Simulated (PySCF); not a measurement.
HfBr (doublet)

```yaml
atoms:
  - { symbol: Hf, position_ang: [0.0000, 0.0000, -0.7542] }
  - { symbol: Br, position_ang: [0.0000, 0.0000, 1.7198] }
```

⟨S²⟩ = 0.86, above the pure value of 0.75; core potentials replace the inner electrons of Hf.

All numbers below come from PySCF, PBE0/def2-TZVPPD, non-relativistic Hamiltonian with scalar-relativistic core potentials where named, at a bond length of 2.474 Å.

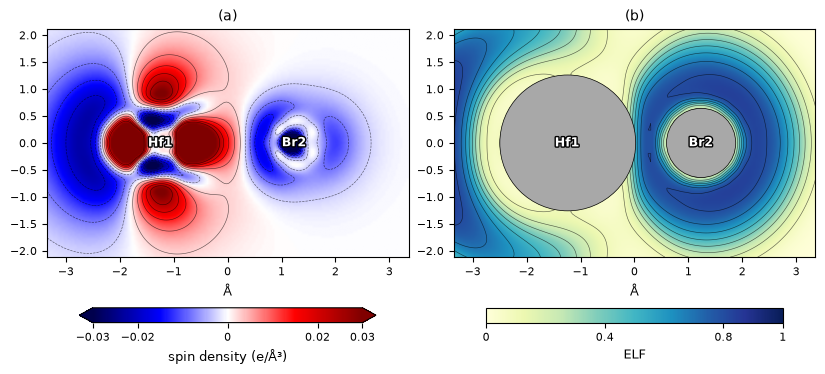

Figure 1. (a) spin density (α minus β); (b) electron localisation function on a plane that holds the molecular axis. Grey discs cover the atomic cores in the ELF map.

Q: What do the fields say about this system?

A:
- The plane passes through Hf and Br nuclei.
- Hf–Br (2.47 Å): the ELF peaks at about 0.80 in the valence shell of Br, 1.0 Å from its nucleus, and is about 0.50 at the midpoint.
- The unpaired spin (1 electron) lies mostly on Hf1 (about 1.0), in electrons by Hirshfeld's partition.

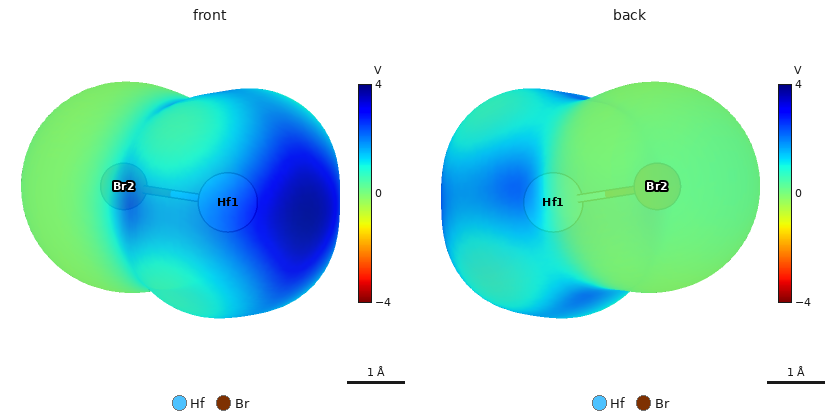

Figure 2. The electrostatic potential painted on the density surface at 0.004 e/bohr³, seen from the front and from behind; the colour scale runs from red (negative) to blue (positive).

Q: Describe the electrostatic potential map.

A: The most negative region (about −0.1 V) lies over Br2, the most positive (about +3.7 V) over Hf1.
